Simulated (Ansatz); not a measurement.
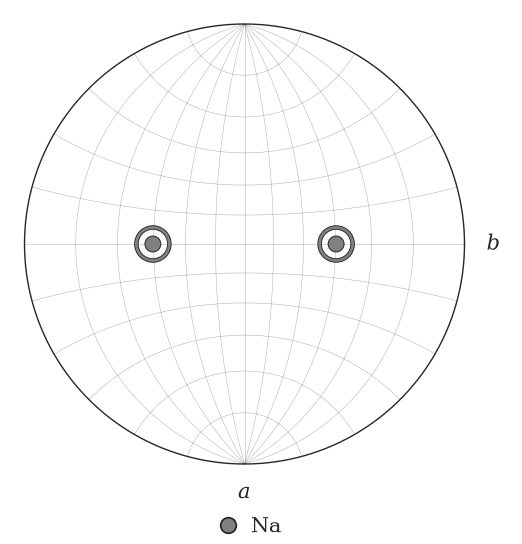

Crystal: Na2MoH6, the end point of a relaxation with DFT PBE, scalar-relativistic, plane waves, PAW in Ansatz 0.2.0; the starting structure was generated, so it need not be a known form of this composition. Directions from one hydrogen atom at (1/2, 0, 1/2) to its bonded neighbours, in stereographic projection down c (filled: above the plane of the page or in it, open: below). The drawing is computed from the coordinates (standard cell, symmetry found to 0.002 Å).

Neighbours are counted up to 2.52 Å for Na; other elements are left out.

```yaml
crystal:
  lattice:
    - [3.42823, 0.00000, 0.00000]
    - [0.00000, 3.42823, 0.00000]
    - [0.00000, 0.00000, 8.61403]
  atoms:
    - { symbol: Na, position: [0.50000, 0.50000, 0.30251] }
    - { symbol: Na, position: [0.50000, 0.50000, 0.69749] }
    - { symbol: H, position: [0.50000, 0.00000, 0.00000] }
    - { symbol: H, position: [0.50000, 0.00000, 0.50000] }
    - { symbol: H, position: [0.00000, 0.50000, 0.00000] }
    - { symbol: H, position: [0.00000, 0.50000, 0.50000] }
    - { symbol: H, position: [0.00000, 0.00000, 0.21253] }
    - { symbol: H, position: [0.00000, 0.00000, 0.78747] }
    - { symbol: Mo, position: [0.00000, 0.00000, 0.00000] }
```

How many neighbours are there, and at what angles?

4: 4 Na at 2.41 Å. Angles between bonds: 90° (4×), 180° (2×).

What is the site's symmetry in the crystal?

Point group mmm (D2h), order 8: three twofold axes, three mirror planes, an inversion centre. In No. 123, P4/mmm this is Wyckoff position 2e.
